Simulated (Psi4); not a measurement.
# BH2Br (SMILES BBr), step by step

We compute a structure relaxation (B3LYP/pcseg-1), then the harmonic vibrations, then a single-point energy (MP2/cc-pVTZ), then the vertical excitations (TDA-B3LYP/pcseg-1) of BH2Br. 

Program for the calculation: Psi4 1.11.

### Step 1. The structure to begin with

BH2Br has 4 atoms, charge 0, and is taken as a singlet. As SMILES, `BBr`. Geometry: relaxed at PBE0-D4/def2-TZVP. The run starts from this shape.

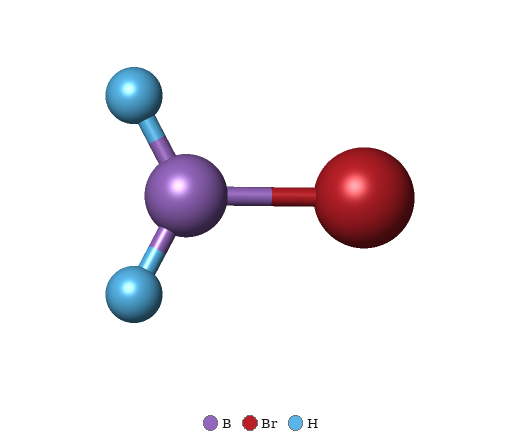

The structure, seen from a chosen angle (boron purple, bromine red, hydrogen blue).

### Step 2. A structure relaxation at B3LYP/pcseg-1 (density fitting) (run 1)

run.py

```python
import psi4

psi4.set_memory('1600 MB')
psi4.set_num_threads(1)
psi4.set_output_file('psi4.out', False)

molecule = psi4.geometry("""
0 1
B     -0.29082885     0.04724315    -0.18311446
Br     2.77808638    -0.68672647     1.49439542
H     -2.09986367    -1.16652794     0.36226050
H     -0.28251406     1.69206077    -1.71190290
units au
""")

psi4.set_options({
    'geom_maxiter': 60,
})

e_tot, wfn = psi4.optimize('b3lyp/pcseg-1', return_wfn=True)
print(f'b3lyp/pcseg-1 energy: {e_tot:.10f} Eh')
print(molecule.to_string(dtype='xyz', units='Angstrom'))
for k, v in sorted(psi4.core.scalar_variables().items()):
    print(f'{k:45s} {v:18.10f}')
```

Launch:

```bash
$ python run.py
```

psi4.out:

```text
[...]
  Running in c1 symmetry.
[...]
  Nuclear repulsion =   67.589326522523720
[...]
  Multiplicity = 1
[...]
  Nalpha       = 21
  Nbeta        = 21
[...]
    Number of basis functions: 51
[...]
   @DF-RKS iter   1: -2599.81794733387778   -1.55932e+00   1.10551e-02 DIIS/ADIIS
[...]
   @DF-RKS iter   5: -2599.95243851737132   -1.72804e-11   4.75518e-09 DIIS
[...]
  @DF-RKS Final Energy: -2599.95243851737132
   => Energetics <=
    Nuclear Repulsion Energy =             66.9754137822450701
    One-Electron Energy =               -3749.3023122073300328
    Two-Electron Energy =                1159.6905446522862349
    DFT Exchange-Correlation Energy =     -77.3160847445726063
    Empirical Dispersion Energy =           0.0000000000000000
    VV10 Nonlocal Energy =                  0.0000000000000000
    Total Energy =                      -2599.9524385173708652
[...]
 Multipole Moments:
 ------------------------------------------------------------------------------------
     Multipole            Electronic (a.u.)      Nuclear  (a.u.)        Total (a.u.)
 ------------------------------------------------------------------------------------
 L = 1.  Multiply by 2.5417464519 to convert [e a0] to [Debye]
 Dipole X            :          4.0402977           -4.2276110           -0.1873134
 Dipole Y            :         -0.9664803            1.0112547            0.0447744
 Dipole Z            :          2.2080502           -2.3104628           -0.1024126
 Magnitude           :                                                    0.2181270
[...]
  -Total Gradient:
     Atom            X                  Y                   Z
    ------   -----------------  -----------------  -----------------
       1        0.000032818409    -0.000016780557     0.000006120692
       2        0.000004894113     0.000000854774     0.000005351135
       3       -0.000002584299     0.000006683439     0.000000745530
       4       -0.000005453032     0.000002163257     0.000004026958
[...]
    Final optimized geometry and variables:
    Molecular point group: c1
    Full point group: C1
    Geometry (in Bohr), charge = 0, multiplicity = 1:
    B           -2.641686086235     0.631811171081    -1.443844616649
    BR           0.458982274677    -0.109777831781     0.250857827141
    H           -4.453702550206    -0.587190641257    -0.894844137268
    H           -2.629857679456     2.281613604162    -2.976419514715
[...]
```

On the terminal:

```text
Optimizer: Optimization complete!
b3lyp/pcseg-1 energy: -2599.9524385174 Eh
4
0 1 BBrH2
B                    -1.397920074580     0.334340073183    -0.764049666879
Br                    0.242882959861    -0.058091926815     0.132748245241
H                    -2.356797892672    -0.310727905672    -0.473531124544
H                    -1.391660751274     1.207377922877    -1.575053376581

CURRENT ENERGY                                  -2599.9524385174
CURRENT REFERENCE ENERGY                        -2599.9524385174
DD SOLVATION ENERGY                                 0.0000000000
DFT FUNCTIONAL TOTAL ENERGY                     -2599.9524385174
DFT TOTAL ENERGY                                -2599.9524385174
DFT VV10 ENERGY                                     0.0000000000
DFT XC ENERGY                                     -77.3160847446
GRID ELECTRONS ALPHA                               20.9999999862
GRID ELECTRONS BETA                                20.9999999862
GRID ELECTRONS TOTAL                               41.9999999724
NUCLEAR REPULSION ENERGY                           66.9754137822
ONE-ELECTRON ENERGY                             -3749.3023122073
OPTIMIZATION ITERATIONS                             6.0000000000
PCM POLARIZATION ENERGY                             0.0000000000
PE ENERGY                                           0.0000000000
SCF ITERATION ENERGY                            -2599.9524385174
SCF ITERATIONS                                      5.0000000000
SCF TOTAL ENERGY                                -2599.9524385174
TWO-ELECTRON ENERGY                              1159.6905446523
XC GRID RADIAL POINTS                              75.0000000000
XC GRID SPHERICAL POINTS                          302.0000000000
XC GRID TOTAL POINTS                            86236.0000000000
```

It took 8.7 s on 1 thread of Intel Xeon 6975P-C (Granite Rapids), shared host; peak memory 0.36 GiB.

Steps, from the record of the run:

```
step  energy from the first frame kept (eV)  largest force (eV/Å)
   0                                 0.0000                0.3855
   1                                -0.0039                0.0365
   2                                 0.0092                0.4851
   3                                -0.0040                0.0280
   4                                -0.0040                0.0114
   5                                -0.0040                0.0019
```

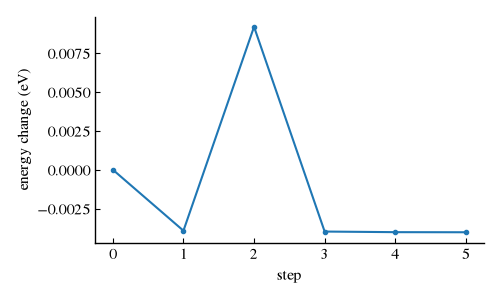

Energy along the run.

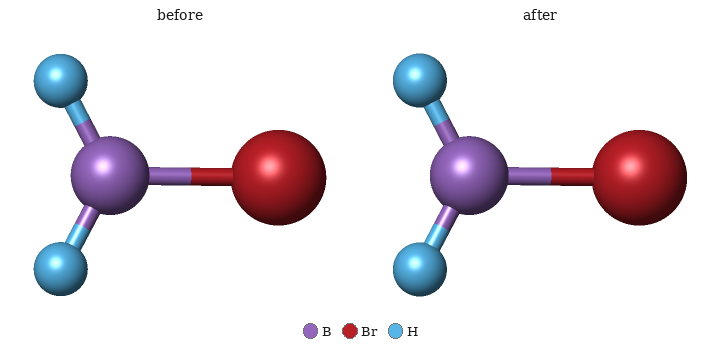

Before and after, at one scale.

After the run. Bond lengths: B1–Br2 1.911 Å, B1–H3 1.192 Å, B1–H4 1.192 Å. Angles: Br2–B1–H3 117.7°, Br2–B1–H4 117.7°, H3–B1–H4 124.5°.

### Step 3. The harmonic vibrations at B3LYP/pcseg-1 (density fitting) (run 2)

calc.dat

```
memory 1600 MB

molecule molecule1 {
  0 1
  B     -0.168326     0.028462    -0.104708
  Br     1.472477    -0.363970     0.792090
  H     -1.127204    -0.616606     0.185810
  H     -0.162066     0.901500    -0.915712
  units angstrom
}

set globals {
  basis                      pcseg-1
  t                          600.0
  rotational_symmetry_number 2
}

frequencies('b3lyp')
```

Launch:

```bash
$ psi4 -i calc.dat -o calc.out -n 1
```

calc.out:

```text
[...]
  Running in c1 symmetry.
[...]
  Nuclear repulsion =   66.975412385697879
[...]
  Multiplicity = 1
[...]
  Nalpha       = 21
  Nbeta        = 21
[...]
    Number of basis functions: 51
[...]
   @DF-RKS iter   1: -2599.81914456126015   -1.57870e+00   1.10489e-02 DIIS/ADIIS
[...]
   @DF-RKS iter   9: -2599.95243758919150   -2.00089e-11   4.74492e-09 DIIS
[...]
    Orbital Energies [Eh]
    ---------------------
    Doubly Occupied:
       1A   -482.743125     2A    -62.437878     3A    -56.290507
       4A    -56.289431     5A    -56.288180     6A     -8.684872
       7A     -6.817778     8A     -6.537887     9A     -6.532656
      10A     -6.528375    11A     -2.656045    12A     -2.654821
      13A     -2.651466    14A     -2.647239    15A     -2.646804
      16A     -0.796384    17A     -0.519024    18A     -0.399717
      19A     -0.381542    20A     -0.329956    21A     -0.291714
[...]
  @DF-RKS Final Energy: -2599.95243758919150
   => Energetics <=
    Nuclear Repulsion Energy =             66.9699963237557938
    One-Electron Energy =               -3749.2915574954527074
    Two-Electron Energy =                1159.6848082456363045
    DFT Exchange-Correlation Energy =     -77.3156846631309662
    Empirical Dispersion Energy =           0.0000000000000000
    VV10 Nonlocal Energy =                  0.0000000000000000
    Total Energy =                      -2599.9524375891915042
[...]
  -Total Gradient:
     Atom            X                  Y                   Z
    ------   -----------------  -----------------  -----------------
       1        0.000170640944    -0.000283527294     0.000299683818
       2       -0.000021858157    -0.000026337614     0.000022073852
       3       -0.000137940352    -0.000161158314     0.000113668036
       4        0.000018870736     0.000463989861    -0.000419211768
[...]
  ==> Harmonic Vibrational Analysis <==
[...]
  Freq [cm^-1]                 679.4939            816.8158            970.2388
[...]
  IR activ [km/mol]            60.0563              4.6174             29.5211
[...]
  Freq [cm^-1]                1199.0396           2652.5644           2773.9727
[...]
  IR activ [km/mol]            98.1157             92.0778             93.8289
[...]
  Total E_0, Enthalpy at 0 [K]                                                        -2599.93172513 [Eh]
[...]
  Total H, Enthalpy at  600.00 [K]                                                    -2599.92191661 [Eh]
[...]
  Total G, Gibbs energy at  600.00 [K]                                                -2599.98601347 [Eh]
[...]
```

Run time: 31 s. Hardware: 1 thread of Intel Xeon 6975P-C (Granite Rapids), shared host; peak memory 0.39 GiB.

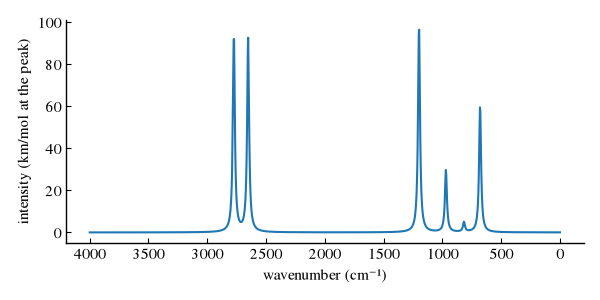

Harmonic infrared spectrum, unscaled, lines broadened by 10 cm⁻¹.

### Step 4. The energy at MP2/cc-pVTZ (density fitting, density fitting for correlation) (run 3)

bbrh2.xyz

```xyz
4
BBrH2
B     -0.168326     0.028462    -0.104708
Br     1.472477    -0.363970     0.792090
H     -1.127204    -0.616606     0.185810
H     -0.162066     0.901500    -0.915712
```

run.py

```python
import psi4

psi4.set_memory('1600 MB')
psi4.set_num_threads(1)
psi4.core.set_output_file('output.dat', False)

with open('bbrh2.xyz') as f:
    atoms = ''.join(f.readlines()[2:])
mol = psi4.geometry('0 1\n' + atoms + '')

psi4.set_options({
    'basis': 'cc-pVTZ',
    'reference': 'rhf',
    'freeze_core': True,
})

e_tot = psi4.energy('mp2', molecule=mol)
print('E =', round(e_tot, 9))
```

Launch:

```bash
$ python run.py
```

output.dat:

```text
[...]
  Running in c1 symmetry.
[...]
  Nuclear repulsion =   66.975412385697879
[...]
  Multiplicity = 1
[...]
  Nalpha       = 21
  Nbeta        = 21
[...]
    Number of basis functions: 101
[...]
   @DF-RHF iter   1: -2598.17384858546984   -2.03367e+00   9.12623e-03 DIIS/ADIIS
[...]
   @DF-RHF iter  10: -2598.33497115194859   -2.86491e-11   6.61857e-09 DIIS
[...]
    Orbital Energies [Eh]
    ---------------------
    Doubly Occupied:
       1A   -490.022660     2A    -65.163679     3A    -58.518358
       4A    -58.518001     5A    -58.517603     6A     -9.837795
       7A     -7.672924     8A     -7.447563     9A     -7.444754
      10A     -7.442975    11A     -3.190502    12A     -3.189228
      13A     -3.187049    14A     -3.183675    15A     -3.183437
      16A     -1.029449    17A     -0.699667    18A     -0.553527
      19A     -0.503326    20A     -0.439691    21A     -0.409992
[...]
  @DF-RHF Final Energy: -2598.33497115194859
   => Energetics <=
    Nuclear Repulsion Energy =             66.9754123856978794
    One-Electron Energy =               -3750.3090575459868887
    Two-Electron Energy =                1084.9986740083406858
    Total Energy =                      -2598.3349711519485936
[...]
 Multipole Moments:
 ------------------------------------------------------------------------------------
     Multipole            Electronic (a.u.)      Nuclear  (a.u.)        Total (a.u.)
 ------------------------------------------------------------------------------------
 L = 1.  Multiply by 2.5417464519 to convert [e a0] to [Debye]
 Dipole X            :          3.8644917           -4.2276105           -0.3631188
 Dipole Y            :         -0.9244364            1.0112548            0.0868184
 Dipole Z            :          2.1119586           -2.3104638           -0.1985053
 Magnitude           :                                                    0.4228440
[...]
```

Standard output:

```text
E = -2598.664819407
```

It took 3.3 s on 1 thread of Intel Xeon 6975P-C (Granite Rapids), shared host; peak memory 0.62 GiB.

### Step 5. The excited states at TDA-B3LYP/pcseg-1 (density fitting, save jk yes) (run 4)

run.py

```python
import psi4

psi4.set_memory('1600 MB')
psi4.set_num_threads(1)
psi4.core.set_output_file('psi4.out', False)

geom = psi4.geometry("""
B
Br 1 1.910624
H 1 1.191621 2 117.73765
H 1 1.191622 3 124.52487 2 -179.98753
""")

psi4.set_options(dict(basis='pcseg-1', save_jk=True))

from psi4.driver.procrouting.response.scf_response import tdscf_excitations
e_tot, wfn = psi4.energy("b3lyp", molecule=geom, return_wfn=True)
states = tdscf_excitations(wfn, states=6, tda=True)
for k, s in enumerate(states, 1):
    print(f"root {k}: {s['EXCITATION ENERGY'] * 27.211386:.4f} eV  f = {s['OSCILLATOR STRENGTH (LEN)']:.4f}  {s['SYMMETRY']}")
print(f'total energy {e_tot:.8f} hartree = {e_tot * 27.211386:.5f} eV')
```

Launch:

```bash
$ python run.py
```

psi4.out:

```text
[...]
  Running in c1 symmetry.
[...]
  Nuclear repulsion =   66.975410173273872
[...]
  Multiplicity = 1
[...]
  Nalpha       = 21
  Nbeta        = 21
[...]
    Number of basis functions: 51
[...]
   @DF-RKS iter   1: -2599.81914457530365   -1.57870e+00   1.10489e-02 DIIS/ADIIS
[...]
   @DF-RKS iter   7: -2599.95243852086878   -5.09503e-08   7.74240e-07 DIIS
[...]
    Orbital Energies [Eh]
    ---------------------
    Doubly Occupied:
       1A   -482.743118     2A    -62.437871     3A    -56.290500
       4A    -56.289423     5A    -56.288172     6A     -8.684864
       7A     -6.817620     8A     -6.537879     9A     -6.532648
      10A     -6.528367    11A     -2.656037    12A     -2.654813
      13A     -2.651458    14A     -2.647231    15A     -2.646796
      16A     -0.796371    17A     -0.519132    18A     -0.399778
      19A     -0.381599    20A     -0.329945    21A     -0.291723
[...]
  @DF-RKS Final Energy: -2599.95243852086878
   => Energetics <=
    Nuclear Repulsion Energy =             66.9754101732738718
    One-Electron Energy =               -3749.3026936216838294
    Two-Electron Energy =                1159.6909333893227085
    DFT Exchange-Correlation Energy =     -77.3160884617812343
    Empirical Dispersion Energy =           0.0000000000000000
    VV10 Nonlocal Energy =                  0.0000000000000000
    Total Energy =                      -2599.9524385208687818
[...]
 Multipole Moments:
 ------------------------------------------------------------------------------------
     Multipole            Electronic (a.u.)      Nuclear  (a.u.)        Total (a.u.)
 ------------------------------------------------------------------------------------
 L = 1.  Multiply by 2.5417464519 to convert [e a0] to [Debye]
 Dipole X            :         -0.0002592            0.0002179           -0.0000414
 Dipole Y            :          0.0000032           -0.0000026            0.0000006
 Dipole Z            :          4.7046295           -4.9227606           -0.2181311
 Magnitude           :                                                    0.2181311
[...]
                                    Excitation Energy         Total Energy        Oscillator Strength             Rotatory Strength
[...]
Excited State    1 (1 A):   0.16325 au   279.11 nm f = 0.0000
[...]
Excited State    3 (1 A):   0.24926 au   182.79 nm f = 0.0014
[...]
Excited State    4 (1 A):   0.26182 au   174.03 nm f = 0.0000
[...]
Excited State    5 (1 A):   0.30887 au   147.51 nm f = 0.0163
[...]
Excited State    6 (1 A):   0.34492 au   132.10 nm f = 0.0102
[...]
```

Standard output:

```text
root 1: 4.4421 eV  f = 0.0000  A
root 2: 6.4637 eV  f = 0.1357  A
root 3: 6.7828 eV  f = 0.0014  A
root 4: 7.1244 eV  f = 0.0000  A
root 5: 8.4049 eV  f = 0.0163  A
root 6: 9.3857 eV  f = 0.0102  A
total energy -2599.95243852 hartree = -70748.30939 eV
```

Wall time 4.2 s (1 thread of Intel Xeon 6975P-C (Granite Rapids), shared host); peak memory 0.33 GiB.

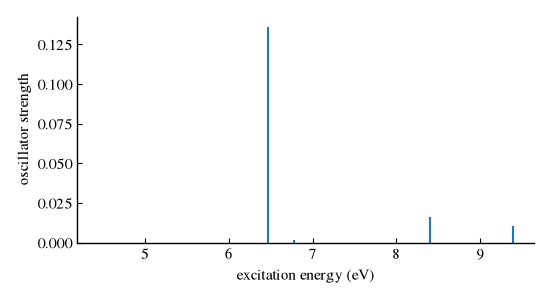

Vertical excitations as sticks.

The roots found:

```csv
excited state,energy (eV),strength,label
1,4.442,0.0000,A 1
2,6.464,0.1357,A 1
3,6.783,0.0014,A 1
4,7.124,0.0000,A 1
5,8.405,0.0163,A 1
6,9.386,0.0102,A 1
```

### Step 6. Results

| quantity | value |
| --- | --- |
| run 1, B3LYP/pcseg-1: total energy at the end | -2599.95244 Eh |
| run 1, B3LYP/pcseg-1: dipole moment | 0.55 D |
| run 1, B3LYP/pcseg-1: HOMO energy | -7.94 eV |
| run 1, B3LYP/pcseg-1: LUMO energy | -2.19 eV |
| run 1, B3LYP/pcseg-1: HOMO–LUMO gap | 5.75 eV |
| run 2, B3LYP/pcseg-1: lowest harmonic wavenumber | 679 cm⁻¹ |
| run 2, B3LYP/pcseg-1: highest harmonic wavenumber | 2774 cm⁻¹ |
| run 2, B3LYP/pcseg-1: zero-point energy | 54.4 kJ/mol |
| run 2, B3LYP/pcseg-1: ideal-gas entropy at 600 K (symmetry number 2 as used) | 67.0 cal/(mol K) |
| run 3, MP2/cc-pVTZ: total energy | -2598.66482 Eh |
| run 3, MP2/cc-pVTZ: HOMO energy (Hartree–Fock orbitals) | -11.16 eV |
| run 3, MP2/cc-pVTZ: LUMO energy (Hartree–Fock orbitals) | 1.53 eV |
| run 3, MP2/cc-pVTZ: HOMO–LUMO gap (Hartree–Fock orbitals) | 12.69 eV |
| run 3, MP2/cc-pVTZ: correlation energy (10 core orbitals frozen) | -329.8 mEh |
| run 4, TDA-B3LYP/pcseg-1: ground-state or mean-field energy | -2599.95244 Eh |
| run 4, TDA-B3LYP/pcseg-1: dipole moment (B3LYP Kohn–Sham density) | 0.55 D |
| run 4, TDA-B3LYP/pcseg-1: HOMO energy (B3LYP Kohn–Sham orbitals) | -7.94 eV |
| run 4, TDA-B3LYP/pcseg-1: LUMO energy (B3LYP Kohn–Sham orbitals) | -2.19 eV |
| run 4, TDA-B3LYP/pcseg-1: HOMO–LUMO gap (B3LYP Kohn–Sham orbitals) | 5.75 eV |
| run 4, TDA-B3LYP/pcseg-1: lowest excitation energy | 4.44 eV |

In words: The optimisation (run 1, B3LYP/pcseg-1) took 6 steps and changed the energy by -0.004 eV. All 6 modes (run 2, B3LYP/pcseg-1) are real, so the shape is a minimum at this level. The brightest of the 6 transitions from the ground state lies at 6.46 eV (192 nm, f = 0.136); the lowest, at 4.44 eV, has f = 0.000. Roots above 7.9 eV lie over the negative of the HOMO energy, where those of Rydberg kind are poorly described; valence roots are less touched.
